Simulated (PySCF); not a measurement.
# OH− (hydroxide) at B3LYP/aug-cc-pVTZ

Aim: the energy change on altering one bond length of OH− (hydroxide) at B3LYP/aug-cc-pVTZ, from 2 runs. The job is set up through a Python script.

Program for the calculation: PySCF 2.14.0.

2 further runs of the same task are left out: 2 set aside as unsound or not needed.

## Step 1: Starting point

OH−: 2 atoms, total charge -1, spin state singlet. SMILES: `[OH-]`. The shape is that of a PBE0-D4/def2-TZVPD optimisation.

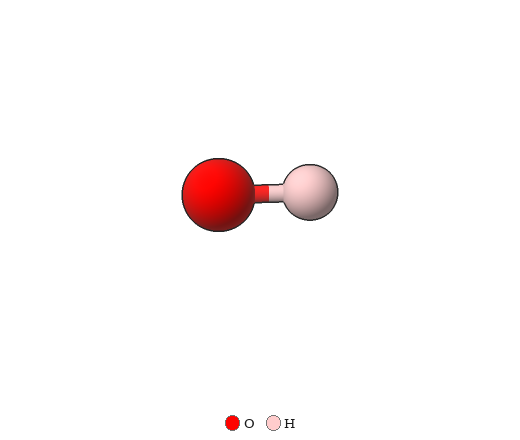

The structure, seen from a chosen angle (oxygen red, hydrogen pink).

## Step 2: A single-point energy at B3LYP/aug-cc-pVTZ

File calc.py:

```python
from pyscf import gto, dft

mol = gto.M(
    atom='''
O      0.411800    -0.131800     0.212500
H     -0.411800     0.131800    -0.212500
''',
    spin=0,
    verbose=3,
    charge=-1,
    basis='aug-cc-pvtz',
    max_memory=1860,
)

mf = dft.RKS(mol, xc='b3lyp')
mf.conv_tol = 1e-10
mf.grids.level = 5
mf.kernel()
if not mf.converged:
    mf = mf.newton().run(mf.mo_coeff, mf.mo_occ)

e_final = mf.e_tot
print('E(%s) = %.9f' % ('B3LYP', e_final))
```

The run is started by

```bash
$ OMP_NUM_THREADS=1 python calc.py
```

Standard output:

```text
converged SCF energy = -75.8362680031952
E(B3LYP) = -75.836268003
```

Run time: 7.2 s. Hardware: 1 thread of Intel Xeon at 2.70GHz, shared host; peak memory 0.31 GiB.

## Step 3: The distorted shape

File calc.py:

```python
from pyscf import gto, dft

mol = gto.M(
    atom='''
O        0.823580      -0.263594       0.424990
H       -0.411800       0.131800      -0.212500
''',
    charge=-1,
    spin=0,
    basis='aug-cc-pvtz',
    verbose=4,
    max_memory=1860,
)

myscf = dft.RKS(mol, xc='b3lyp')
myscf.grids.level = 5
myscf.conv_tol = 1e-10
myscf.kernel()
if not myscf.converged:
    myscf = myscf.newton().run(myscf.mo_coeff, myscf.mo_occ)

energy = myscf.e_tot
print('E = %.10f Eh' % energy)
```

The run is started by

```bash
$ OMP_NUM_THREADS=1 python calc.py
```

Standard output:

```text
PySCF version 2.14.0

[INPUT] num. atoms = 2
[INPUT] num. electrons = 10
[INPUT] charge = -1
[INPUT] spin (= nelec alpha-beta = 2S) = 0
[INPUT] symmetry False subgroup None
[INPUT] Mole.unit = angstrom
[INPUT] Symbol           X                Y                Z      unit          X                Y                Z       unit  Magmom
[INPUT]  1 O      0.823580000000  -0.263594000000   0.424990000000 AA    1.556340641669  -0.498120468079   0.803114705679 Bohr   0.0
[INPUT]  2 H     -0.411800000000   0.131800000000  -0.212500000000 AA   -0.778189218096   0.249065903218  -0.401566801470 Bohr   0.0

nuclear repulsion = 2.92909160501037
number of shells = 22
number of NR pGTOs = 83
number of NR cGTOs = 69
basis = aug-cc-pvtz
ecp = {}

******** <class 'pyscf.dft.rks.RKS'> ********
method = RKS
initial guess = minao
damping factor = 0
level_shift factor = 0
DIIS = <class 'pyscf.scf.diis.CDIIS'>
diis_start_cycle = 1
diis_space = 8
diis_damp = 0
SCF conv_tol = 1e-10
SCF conv_tol_grad = None
SCF max_cycles = 50
direct_scf = True
direct_scf_tol = 1e-13
XC library pyscf.dft.libxc version 7.0.0
    S. Lehtola, C. Steigemann, M. J.T. Oliveira, and M. A.L. Marques.,  SoftwareX 7, 1–5 (2018)
XC functionals = b3lyp
    P. J. Stephens, F. J. Devlin, C. F. Chabalowski, and M. J. Frisch.,  J. Phys. Chem. 98, 11623 (1994)
radial grids:
    Treutler-Ahlrichs [JCP 102, 346 (1995); DOI:10.1063/1.469408] (M4) radial grids

becke partition: Becke, JCP 88, 2547 (1988); DOI:10.1063/1.454033
pruning grids: <function nwchem_prune>
grids dens level: 5
symmetrized grids: False
atomic radii adjust function: <function treutler_atomic_radii_adjust>
small_rho_cutoff = 0
Set gradient conv threshold to 1e-05
Initial guess from minao.
tot grids = 66520
init E= -75.4534884105736
  HOMO = -0.362579916465029  LUMO = -0.105103905814641  gap/eV = 7.00628
cycle= 1 E= -75.4110064735888  delta_E= 0.0425  |g|= 1.18  |ddm|= 0.693

WARN: HOMO 0.270156887426934 == LUMO 0.270156887547474

cycle= 2 E= -70.7812396599028  delta_E= 4.63  |g|= 2.92  |ddm|= 16.5
  HOMO = -0.127844967196782  LUMO = 0.0761869880302211  gap/eV = 5.55199
cycle= 3 E= -75.6231791535228  delta_E= -4.84  |g|= 0.731  |ddm|= 16.5
  HOMO = -0.00602866205739061  LUMO = 0.132592297150634  gap/eV = 3.77207
cycle= 4 E= -75.7311447931581  delta_E= -0.108  |g|= 0.344  |ddm|= 0.264
  HOMO = 0.00103469482885048  LUMO = 0.12964888421164  gap/eV = 3.49977
cycle= 5 E= -75.7503213316681  delta_E= -0.0192  |g|= 0.189  |ddm|= 0.0894
  HOMO = 0.0138531227166824  LUMO = 0.132648528486335  gap/eV = 3.23259
cycle= 6 E= -75.7562874894145  delta_E= -0.00597  |g|= 0.0763  |ddm|= 0.0528
  HOMO = 0.0226946676372967  LUMO = 0.133708510902666  gap/eV = 3.02084
cycle= 7 E= -75.7575947162564  delta_E= -0.00131  |g|= 0.00544  |ddm|= 0.0331
  HOMO = 0.0241751471001946  LUMO = 0.134342952725165  gap/eV = 2.99782
cycle= 8 E= -75.7576009584466  delta_E= -6.24e-06  |g|= 0.00133  |ddm|= 0.00357
  HOMO = 0.0242644020062398  LUMO = 0.13432319131503  gap/eV = 2.99485
cycle= 9 E= -75.7576015063052  delta_E= -5.48e-07  |g|= 0.000137  |ddm|= 0.000913
  HOMO = 0.0242847809426564  LUMO = 0.134328864942468  gap/eV = 2.99445
cycle= 10 E= -75.7576015112284  delta_E= -4.92e-09  |g|= 1.18e-05  |ddm|= 0.000119
  HOMO = 0.0242821091757735  LUMO = 0.134328357877088  gap/eV = 2.99451
cycle= 11 E= -75.7576015112629  delta_E= -3.45e-11  |g|= 1e-06  |ddm|= 9.2e-06
  HOMO = 0.0242826267058916  LUMO = 0.134328429844725  gap/eV = 2.99450
Extra cycle  E= -75.7576015112597  delta_E= 3.27e-12  |g|= 3.4e-06  |ddm|= 2.04e-06
converged SCF energy = -75.7576015112597
E = -75.7576015113 Eh
```

Run time: 5.4 s. Hardware: 1 thread of Intel Xeon at 2.70GHz, shared host; peak memory 0.31 GiB.

## Step 4: Outcome

Level: B3LYP/aug-cc-pVTZ.

| quantity | value |
| --- | --- |
| first shape: total energy | -75.83627 Eh |
| first shape: HOMO energy | 0.99 eV |
| first shape: LUMO energy | 3.84 eV |
| first shape: HOMO–LUMO gap (to an unbound level, set by the basis) | 2.85 eV |
| distorted shape: total energy | -75.75760 Eh |
| distorted shape: HOMO energy | 0.66 eV |
| distorted shape: LUMO energy | 3.66 eV |
| distorted shape: HOMO–LUMO gap (to an unbound level, set by the basis) | 2.99 eV |
| energy change with the O1–H2 bond stretched from 0.964 to 1.445 Å | 2.141 eV |

**Reading.** With the O1–H2 bond stretched from 0.964 to 1.445 Å the energy rises by 2.14 eV (49 kcal/mol). The first shape isn't relaxed at this level, so the change isn't measured from a minimum. The HOMO (first shape) lies at positive energy, 0.99 eV; only total energies tell whether the electron is bound. The HOMO (distorted shape) lies at positive energy, 0.66 eV; only total energies tell whether the electron is bound.
